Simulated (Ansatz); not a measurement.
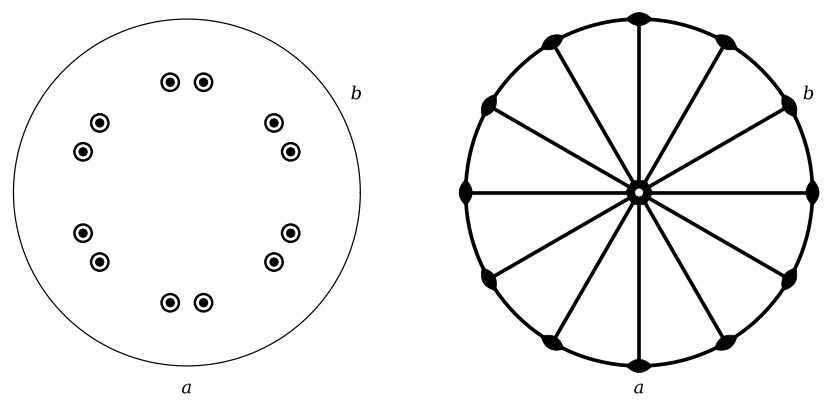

Stereographic projection: filled dots lie in the upper hemisphere, open rings in the lower; heavy lines are mirror planes (a heavy rim: a mirror in the plane of the page); lens, triangle, square and hexagon are 2-, 3-, 4- and 6-fold axes, a lens in an open square is −4, a triangle in an open hexagon −6; thin dashed diameters join the ends of axes that lie in the page; a small open circle marks inversion. The c axis points at the viewer. Left: one general form; right: the symmetry elements. Computed from the symmetry operations of a computed or model structure of composition WSe2.

Name the crystal class.

Answer. 6/mmm (D6h), order 24, hexagonal system: one sixfold axis, six twofold axes, seven mirror planes, an inversion centre.

Can such a crystal be piezoelectric, pyroelectric or chiral?

Answer. It is centrosymmetric, so neither piezoelectric nor pyroelectric; it is not chiral.
